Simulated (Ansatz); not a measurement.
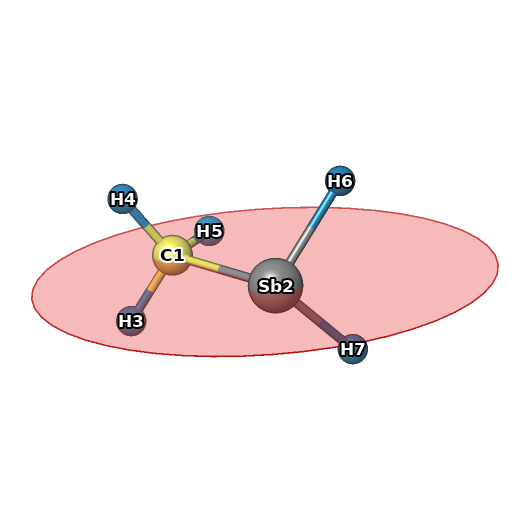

A disc through the centre of mass is drawn in. Distant atoms are faded towards the background colour. The computed structure is the end point of a PBE0-D4/def2-TZVP optimisation. No frequency run is at hand to confirm it as a minimum.

Is the plane of the disc a mirror plane of the structure?

Yes. The reflection leaves C1, Sb2, H5 in place and moves H3 ↔ H4; H6 ↔ H7. The point group is Cs.
